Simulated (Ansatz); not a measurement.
**BGeHF+ (quintet): the correlation ladder, cc-pVDZ**

Aim: climb from Hartree-Fock through coupled cluster for BGeHF+ (quintet) at one geometry and basis, and see what each rung misses.

Method: cc-pVDZ, core rule «outside noble gas», up to 16 orbitals frozen; program: Ansatz 0.2.0, Gaussian basis.

To be run: UHF; CCSD(T) on ROHF; CCSD(T) on UHF; BCCD(T) on ROHF; CISD as a restricted active space (open shells left free, so some higher excitations enter); CCSDT(Q) on ROHF; CCSDT(Q) on UHF.

19 further runs of the same task are left out: 7 that didn't finish, 12 set aside as unsound or not needed. Runs told in other sessions of the task aren't counted.

**1. The geometry**

The geometry is a PBE0/def2-TZVP stationary point (not a proven minimum) of the parent state, kept for this charge and spin. No spin-orbit coupling is included. The filled d shell of Ge may be among the frozen orbitals whatever the setting's name suggests.

4 atoms, charge 1, spin multiplicity 5.

Atoms are counted from 1 here; the program's logs count them from 0.

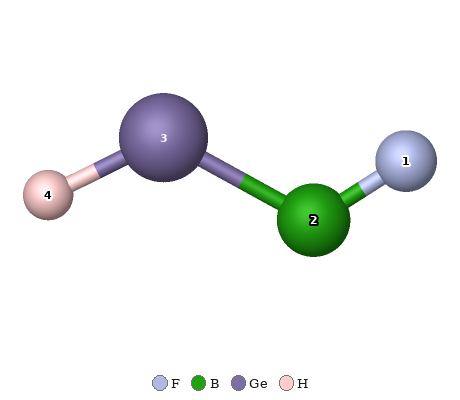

The structure; fluorine light blue, boron green, germanium purple, hydrogen pink; atoms are numbered from 1 in the order of the file.

As a file:

```xyz
4
BFGeH
F     0.00000   -0.18997    2.18543
B     0.00000    0.66567    1.18992
Ge    0.00000   -0.06068   -0.72109
H     0.00000    0.81382   -1.98849
```

In the tables R marks a restricted open-shell determinant and U an unrestricted one; energies count from the table's Hartree-Fock row.

**2. UHF**

File in.yaml:

```yaml
crystal:
  periodic: [false, false, false]
  atoms:
    - {symbol: F, position_ang: [0.000000, -0.189970, 2.185434]}
    - {symbol: B, position_ang: [0.000000, 0.665666, 1.189921]}
    - {symbol: Ge, position_ang: [0.000000, -0.060678, -0.721086]}
    - {symbol: H, position_ang: [0.000000, 0.813817, -1.988494]}
basis:
  gaussian: {orbitals: cc-pVDZ}
total_charge: 1
magnetization: {spin_polarized: true, initial_magnetization: 4}
hamiltonian: {xc: hf}
output: {orbitals: {seedname: orbitals}}
```

Launch:

```bash
ansatz run in.yaml --threads 1 --pin off --events-out ev --progress --plain --max-ram 2393MiB
```

Standard output:

```text
Functional definition: HF
  name "HF"
  cite "Fock, Z. Phys. 61, 126 (1930) doi:10.1007/BF01340294"
  parent pbe
  exchange = exact_x
  correlation = 0
631 factors; integrals over basis functions are off by at most 1.1e-3 eV
mean field evaluation 1: about -59845.7312 eV, gradient 3.7e1 eV
mean field evaluation 2: about -59845.7880 eV, gradient 3.7e1 eV
mean field evaluation 4: about -59852.5622 eV, gradient 4.7e0 eV
mean field evaluation 8: about -59852.9817 eV, gradient 5.0e-1 eV
mean field evaluation 16: about -59841.3891 eV, gradient 3.8e1 eV
mean field evaluation 32: about -59847.8944 eV, gradient 9.0e0 eV
mean field evaluation 64: about -59845.3293 eV, gradient 8.8e0 eV
mean field -59852.99105678 eV, -2199.5568515222 hartree, gradient 2.4e-5 eV, S^2 6.025660; 1 other end points of the search recorded, 0 dependent functions left out
reference -59852.99105678 eV, -2199.5568515222 hartree; 25, 21 occupied and 35, 39 virtual orbitals, 631 factors
Total energy: -59852.99105678 eV, -2199.5568515222 hartree
```

It took 2.3 s on 1 thread of Intel Xeon Platinum 8259CL at 2.50GHz, shared host.

From the report: ⟨S²⟩ of the determinant 6.026 (pure quintet: 6.00).

**3. CCSD(T) on ROHF**

in.yaml: that of step 2 with these lines changed.

```diff
@@ -10,4 +10,4 @@
 total_charge: 1
-magnetization: {spin_polarized: true, initial_magnetization: 4}
-hamiltonian: {xc: hf}
-output: {orbitals: {seedname: orbitals}}
+magnetization: {spin_polarized: false, initial_magnetization: 4}
+correlation: {method: ccsd_t, electrons: outside_noble_gas}
+output: {forces: true}
```

Launched as before.

Standard output, cut to the lines that bear on the results:

```text
Functional definition: HF
  name "HF"
  cite "Fock, Z. Phys. 61, 126 (1930) doi:10.1007/BF01340294"
  parent pbe
[...]
631 factors; integrals over basis functions are off by at most 1.1e-3 eV
[...]
mean field -59852.79515567 eV, -2199.5496522894 hartree, gradient 4.4e-6 eV, S^2 6.000000; 3 other end points of the search recorded, 0 dependent functions left out
[...]
determinant -59852.79515567 eV, -2199.5496522894 hartree, with singles and doubles -59861.34198448 eV, -2199.8637424548 hartree
determinant -59850.67652481 eV, -2199.4717940411 hartree, with singles and doubles -59859.18100484 eV, -2199.7843279177 hartree
determinant -59849.83393603 eV, -2199.4408294747 hartree, with singles and doubles -59857.49257958 eV, -2199.7222794337 hartree
16 core orbitals not correlated: weight in the atoms' cores, before any rotation towards them, 0.999 or more for the frozen orbitals, at most 0.001 for the correlated occupied ones
reference -59852.79515567 eV, -2199.5496522894 hartree; 9, 5 occupied and 35, 39 virtual orbitals, 631 factors
second order -7.84851515 eV of doubles, -0.08074161 eV of singles
cycle   1  -8.54941319 eV  change   -2.6e-3 eV  update   2.7e-3
[...]
cycle  12  -8.55080640 eV  change    2.6e-7 eV  update   8.6e-7
perturbative correction -0.24529584 eV, -0.0090144560 hartree
[...]
Total energy: -59861.59125792 eV, -2199.8729030846 hartree
Atom 0 at     0.000000    -0.189970     2.185434 Å, force     0.000000    -0.581043    -0.722934 eV/Å
Atom 1 at     0.000000     0.665666     1.189921 Å, force     0.000000     2.577073     2.246272 eV/Å
Atom 2 at     0.000000    -0.060678    -0.721086 Å, force    -0.000000    -3.806948    -0.626576 eV/Å
Atom 3 at     0.000000     0.813817    -1.988494 Å, force    -0.000000     1.810917    -0.896763 eV/Å
Dipole moment:     0.000000     0.292952    -0.487292 e Å
```

Run time: 18 s. Hardware: 1 thread of Intel Xeon Platinum 8259CL at 2.50GHz, shared host.

From the report: correlation -8.7961 eV; T1 0.034; largest double amplitude 0.06.

**4. CCSD(T) on UHF**

in.yaml: that of step 3 with these lines changed.

```diff
@@ -10,3 +10,3 @@
 total_charge: 1
-magnetization: {spin_polarized: false, initial_magnetization: 4}
+magnetization: {spin_polarized: true, initial_magnetization: 4}
 correlation: {method: ccsd_t, electrons: outside_noble_gas}
```

The command is unchanged.

Standard output, cut to the lines that bear on the results:

```text
Functional definition: HF
  name "HF"
  cite "Fock, Z. Phys. 61, 126 (1930) doi:10.1007/BF01340294"
  parent pbe
[...]
631 factors; integrals over basis functions are off by at most 1.1e-3 eV
[...]
mean field -59852.99105678 eV, -2199.5568515222 hartree, gradient 9.3e-6 eV, S^2 6.025660; 4 other end points of the search recorded, 0 dependent functions left out
determinant -59852.99105678 eV, -2199.5568515222 hartree, with singles and doubles -59861.36706701 eV, -2199.8646642205 hartree
determinant -59850.91259207 eV, -2199.4804693531 hartree, with singles and doubles -59859.20583942 eV, -2199.7852405719 hartree
determinant -59849.99394368 eV, -2199.4467096473 hartree, with singles and doubles -59857.50249185 eV, -2199.7226437030 hartree
16 core orbitals not correlated: weight in the atoms' cores, before any rotation towards them, 0.999 or more for the frozen orbitals, at most 0.001 for the correlated occupied ones
reference -59852.99105678 eV, -2199.5568515222 hartree; 9, 5 occupied and 35, 39 virtual orbitals, 631 factors
second order -7.75850984 eV of doubles, -0.00000000 eV of singles
cycle   1  -8.37721137 eV  change   -1.2e-3 eV  update   2.2e-3
[...]
cycle  13  -8.37840493 eV  change    1.4e-7 eV  update   3.4e-7
perturbative correction -0.23873671 eV, -0.0087734121 hartree
[...]
Total energy: -59861.60819842 eV, -2199.8735256365 hartree
Atom 0 at     0.000000    -0.189970     2.185434 Å, force     0.000000    -0.573698    -0.731081 eV/Å
Atom 1 at     0.000000     0.665666     1.189921 Å, force     0.000000     2.570076     2.253057 eV/Å
Atom 2 at     0.000000    -0.060678    -0.721086 Å, force    -0.000000    -3.800071    -0.637964 eV/Å
Atom 3 at     0.000000     0.813817    -1.988494 Å, force     0.000000     1.803693    -0.884012 eV/Å
Dipole moment:     0.000000     0.292735    -0.486892 e Å
```

Run time: 15 s. Hardware: 1 thread of Intel Xeon Platinum 8259CL at 2.50GHz, shared host.

From the report: ⟨S²⟩ of the determinant 6.026 (pure quintet: 6.00); correlation -8.6171 eV; T1 0.027; largest double amplitude 0.07.

**5. BCCD(T) on ROHF**

in.yaml: that of step 4 with these lines changed.

```diff
@@ -10,4 +10,3 @@
 total_charge: 1
-magnetization: {spin_polarized: true, initial_magnetization: 4}
-correlation: {method: ccsd_t, electrons: outside_noble_gas}
-output: {forces: true}
+magnetization: {spin_polarized: false, initial_magnetization: 4}
+correlation: {method: bccd_t, electrons: outside_noble_gas}
```

Same command.

Standard output, cut to the lines that bear on the results:

```text
Functional definition: HF
  name "HF"
  cite "Fock, Z. Phys. 61, 126 (1930) doi:10.1007/BF01340294"
  parent pbe
[...]
631 factors; integrals over basis functions are off by at most 1.1e-3 eV
[...]
mean field -59852.79515567 eV, -2199.5496522894 hartree, gradient 4.4e-6 eV, S^2 6.000000; 3 other end points of the search recorded, 0 dependent functions left out
[...]
determinant -59852.79515567 eV, -2199.5496522894 hartree, with singles and doubles -59861.34198448 eV, -2199.8637424548 hartree
determinant -59850.67652481 eV, -2199.4717940411 hartree, with singles and doubles -59859.18100484 eV, -2199.7843279177 hartree
determinant -59849.83393603 eV, -2199.4408294747 hartree, with singles and doubles -59857.49257958 eV, -2199.7222794337 hartree
16 core orbitals not correlated: weight in the atoms' cores, before any rotation towards them, 0.999 or more for the frozen orbitals, at most 0.001 for the correlated occupied ones
reference -59852.79515567 eV, -2199.5496522894 hartree; 9, 5 occupied and 35, 39 virtual orbitals, 631 factors
second order -7.84851515 eV of doubles, -0.08074161 eV of singles
cycle   1  -8.51632497 eV  change    3.1e-2 eV  update   2.2e-2
[...]
cycle  12  -8.51283864 eV  change   -8.2e-6 eV  update   1.2e-5
perturbative correction -0.28877805 eV, -0.0106123978 hartree
Total energy: -59861.59677237 eV, -2199.8731057371 hartree
```

Wall time 10 s (1 thread of Intel Xeon Platinum 8259CL at 2.50GHz, shared host).

From the report: correlation -8.8016 eV; largest double amplitude 0.06.

**6. CISD as a restricted active space (open shells left free, so some higher excitations enter)**

in.yaml: that of step 5 with these lines changed.

```diff
@@ -11,2 +11,2 @@
 magnetization: {spin_polarized: false, initial_magnetization: 4}
-correlation: {method: bccd_t, electrons: outside_noble_gas}
+correlation: {active_space: {ras: {orbitals: [5, 4, 35], electrons: 14, max_holes: 2, max_particles: 2}, fixed_orbitals: true}}
```

The command is unchanged.

Standard output:

```text
Functional definition: HF
  name "HF"
  cite "Fock, Z. Phys. 61, 126 (1930) doi:10.1007/BF01340294"
  parent pbe
  exchange = exact_x
  correlation = 0
631 factors; integrals over basis functions are off by at most 1.1e-3 eV
mean field evaluation 1: about -59845.2525 eV, gradient 5.1e1 eV
mean field evaluation 2: about -59845.3074 eV, gradient 5.1e1 eV
mean field evaluation 4: about -59851.6768 eV, gradient 1.9e1 eV
mean field evaluation 8: about -59852.7478 eV, gradient 7.5e-1 eV
mean field evaluation 16: about -59852.7951 eV, gradient 8.7e-3 eV
mean field evaluation 32: about -59847.7445 eV, gradient 5.8e0 eV
mean field -59852.79515567 eV, -2199.5496522894 hartree, gradient 4.4e-6 eV, S^2 6.000000; 1 other end points of the search recorded, 0 dependent functions left out
reference -59852.79515567 eV, -2199.5496522894 hartree; 25, 21 occupied and 35, 39 virtual orbitals, 631 factors
state -59860.66575166 eV, -2199.8388913568 hartree
Total energy: -59860.66575166 eV, -2199.8388913568 hartree
```

It took 55 s on 1 thread of Intel Xeon Platinum 8259CL at 2.50GHz, shared host.

From the report: 413,144 determinants.

**7. CCSDT(Q) on ROHF**

in.yaml: that of step 6 with these lines changed.

```diff
@@ -11,2 +11,2 @@
 magnetization: {spin_polarized: false, initial_magnetization: 4}
-correlation: {active_space: {ras: {orbitals: [5, 4, 35], electrons: 14, max_holes: 2, max_particles: 2}, fixed_orbitals: true}}
+correlation: {method: ccsdt_q, electrons: outside_noble_gas}
```

The command is unchanged.

Standard output, cut to the lines that bear on the results:

```text
Functional definition: HF
  name "HF"
  cite "Fock, Z. Phys. 61, 126 (1930) doi:10.1007/BF01340294"
  parent pbe
[...]
1131 factors; integrals over basis functions are off by at most 1.4e-7 eV
[...]
mean field -59852.79528476 eV, -2199.5496570332 hartree, gradient 2.5e-6 eV, S^2 6.000000; 3 other end points of the search recorded, 0 dependent functions left out
[...]
determinant -59852.79528476 eV, -2199.5496570332 hartree, with singles and doubles -59861.34212051 eV, -2199.8637474536 hartree
determinant -59850.67668227 eV, -2199.4717998278 hartree, with singles and doubles -59859.18116350 eV, -2199.7843337483 hartree
determinant -59849.83407227 eV, -2199.4408344813 hartree, with singles and doubles -59857.49272660 eV, -2199.7222848367 hartree
16 core orbitals not correlated: weight in the atoms' cores, before any rotation towards them, 0.999 or more for the frozen orbitals, at most 0.001 for the correlated occupied ones
reference -59852.79528476 eV, -2199.5496570332 hartree; 9, 5 occupied and 35, 39 virtual orbitals, 1131 factors
second order -7.84853334 eV of doubles, -0.08074188 eV of singles
cycle   1  -8.11480076 eV  change   -1.8e-1 eV  update   1.1e-1
[...]
cycle  23  -8.83402456 eV  change    4.5e-8 eV  update   7.2e-7
perturbative correction -0.01395612 eV, -0.0005128780 hartree
Total energy: -59861.64326544 eV, -2199.8748143260 hartree
```

Wall time 88 s (1 thread of Intel Xeon Platinum 8259CL at 2.50GHz, shared host); peak memory 0.89 GiB.

From the report: correlation -8.8480 eV; T1 0.035; largest double amplitude 0.08.

**8. CCSDT(Q) on UHF**

in.yaml: that of step 7 with these lines changed.

```diff
@@ -10,3 +10,3 @@
 total_charge: 1
-magnetization: {spin_polarized: false, initial_magnetization: 4}
+magnetization: {spin_polarized: true, initial_magnetization: 4}
 correlation: {method: ccsdt_q, electrons: outside_noble_gas}
```

Same command.

Standard output, cut to the lines that bear on the results:

```text
Functional definition: HF
  name "HF"
  cite "Fock, Z. Phys. 61, 126 (1930) doi:10.1007/BF01340294"
  parent pbe
[...]
1131 factors; integrals over basis functions are off by at most 1.4e-7 eV
[...]
mean field -59852.99118796 eV, -2199.5568563431 hartree, gradient 4.7e-6 eV, S^2 6.025660; 4 other end points of the search recorded, 0 dependent functions left out
determinant -59852.99118796 eV, -2199.5568563431 hartree, with singles and doubles -59861.36720330 eV, -2199.8646692294 hartree
determinant -59850.91275001 eV, -2199.4804751573 hartree, with singles and doubles -59859.20600053 eV, -2199.7852464923 hartree
determinant -59849.99408043 eV, -2199.4467146727 hartree, with singles and doubles -59857.50263924 eV, -2199.7226491195 hartree
16 core orbitals not correlated: weight in the atoms' cores, before any rotation towards them, 0.999 or more for the frozen orbitals, at most 0.001 for the correlated occupied ones
reference -59852.99118796 eV, -2199.5568563431 hartree; 9, 5 occupied and 35, 39 virtual orbitals, 1131 factors
second order -7.75852776 eV of doubles, -0.00000000 eV of singles
cycle   1  -7.95293469 eV  change   -1.9e-1 eV  update   1.1e-1
[...]
cycle  23  -8.65551829 eV  change    1.5e-7 eV  update   6.6e-7
perturbative correction -0.02055945 eV, -0.0007555458 hartree
Total energy: -59861.66726570 eV, -2199.8756963192 hartree
```

Run time: 76 s. Hardware: 1 thread of Intel Xeon Platinum 8259CL at 2.50GHz, shared host; peak memory 0.67 GiB.

From the report: ⟨S²⟩ of the determinant 6.026 (pure quintet: 6.00); correlation -8.6761 eV; T1 0.028; largest double amplitude 0.08.

**9. Misses and costs**

No level here is safe as a reference; RCCSDT(Q) serves as a yardstick only. Rows without a time are mean-field rows or come out of runs for another level: lower rungs of the coupled-cluster runs, or the Hartree-Fock search. The times of RCCSD(T), UCCSD(T) include forces.

Differences are taken before rounding.

```csv
method,energy from the lowest ROHF (meV),from RCCSDT(Q) (meV),time
ROHF,0.0,+8848.1,
UHF,-195.9,+8652.2,
RMP2,-7929.3,+918.9,
UMP2,-7954.4,+893.7,
RCCSD,-8550.8,+297.3,
UCCSD,-8574.3,+273.8,
RCCSD(T),-8796.1,+52.0,18 s
UCCSD(T),-8813.0,+35.1,15 s
BCCD(T),-8801.6,+46.5,10 s
RCCSDT,-8834.2,+14.0,
UCCSDT,-8851.6,-3.4,
RCCSDT(Q),-8848.1,0,88 s
UCCSDT(Q),-8872.1,-24.0,76 s
```

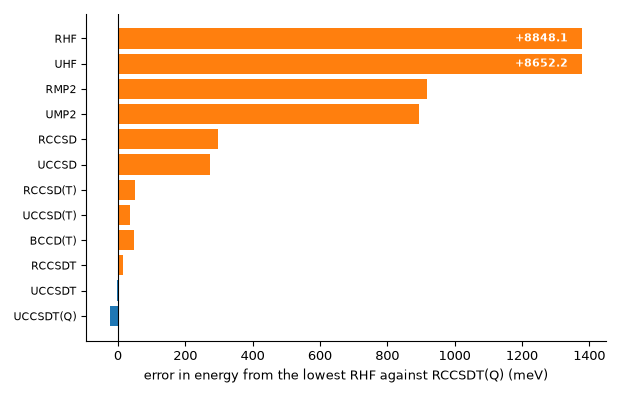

How far each level lands from RCCSDT(Q). Bars with a number in them are cut short.

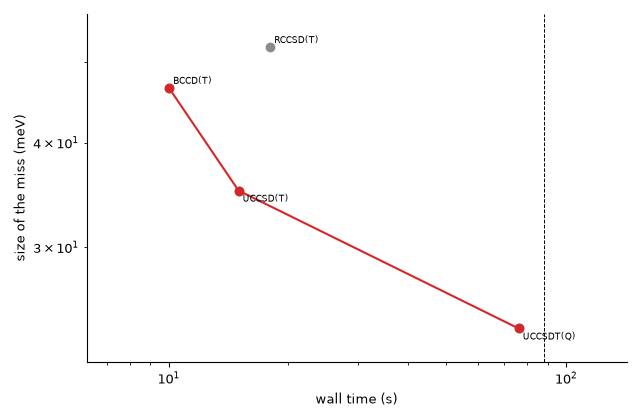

Accuracy for the time spent; red marks the levels that beat every quicker one drawn (of those quicker than the yardstick), and the dashed line is the time of RCCSDT(Q). Times are from a shared host.

Not comparable, so not listed: CISD as a restricted active space (open shells left free, so some higher excitations enter) (they don't share determinant, frozen orbitals or solution with the rows shown, or repeat one).

**10. What came out**

| quantity | value |
| --- | --- |
| RCCSDT(Q) from the ROHF energy | -8.8481 eV |
| RMP2 from RCCSDT(Q) | +918.9 meV |
| UMP2 from RCCSDT(Q) | +893.7 meV |
| RCCSD from RCCSDT(Q) | +297.3 meV |
| RCCSD(T) from RCCSDT(Q) | +52.0 meV |
| UCCSD(T) from RCCSDT(Q) | +35.1 meV |
| UCCSDT(Q) from RCCSDT(Q) | -24.0 meV |
| T1 diagnostic | 0.034 |

**Reading.** RCCSD(T) lands +52.0 meV from the yardstick (0.6 % of the correlation energy).
